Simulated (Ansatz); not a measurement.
## Profile along the Rh–Rh line in Rh (fcc, Cu type)

Rh (fcc, Cu type)

```xyz
1
Lattice="0.0000 1.9150 1.9150 1.9150 0.0000 1.9150 1.9150 1.9150 0.0000" Properties=species:S:1:pos:R:3 pbc="T T T"
Rh     0.0000     0.0000     0.0000
```

Fields along a shortest Rh–Rh line of a {111} plane (2.71 Å), from Rh to Rh, interpolated on the slice's grid (step about 0.2 Å). These are PBE (plane waves to 420 eV, PAW, scalar-relativistic; Ansatz, a program for electronic structure) values and carry that method's errors. k mesh 21×21×21. Inside the PAW spheres the values are not all-electron values, and peaks at nuclei hang on which shells count as valence. Rh is run without spin polarisation. Rh was relaxed with its symmetry unable to fall.

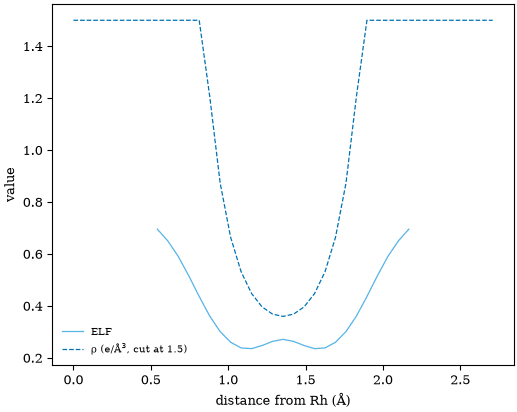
Fig. 1. ELF (away from the nuclei) and valence density from Rh to Rh.

Density on the Rh–Rh line (2.71 Å) at its midpoint: 0.36 e/Å³. ELF at that point: 0.27.
